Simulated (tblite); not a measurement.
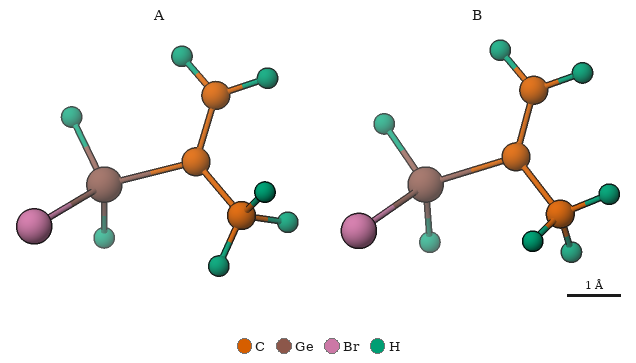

Two geometries of C₃H₇BrGe, drawn at one scale. One is the start of a relaxation, the other its converged end. The picture is a ball-and-stick view, seen at a tilt.

Level of theory: GFN2-xTB geometry optimisation, gas phase in tblite. 

Which one is relaxed?

Answer. Structure B is the relaxed one. The atom that moves furthest after the best rigid fit is an H atom (0.88 Å). Largest moves by element: H 0.88 Å, Br 0.25 Å, C 0.19 Å, Ge 0.16 Å. Some distances before and after: C–Ge 1.917 → 1.970 Å, Ge–H 1.568 → 1.517 Å, C–H 1.130 → 1.092 Å, Br–Ge 2.320 → 2.285 Å. Bond angles that change, for instance: C–C–H 117.2° → 110.0°, C–Ge–H 107.4° → 113.3°, H–C–H 103.4° → 109.0°. Groups turn about C–C by about 50°. After 105 geometry steps the energy has fallen by 0.270 eV. The run took 0.45 s on 1 thread of Arm Neoverse V2, with other jobs on the host.
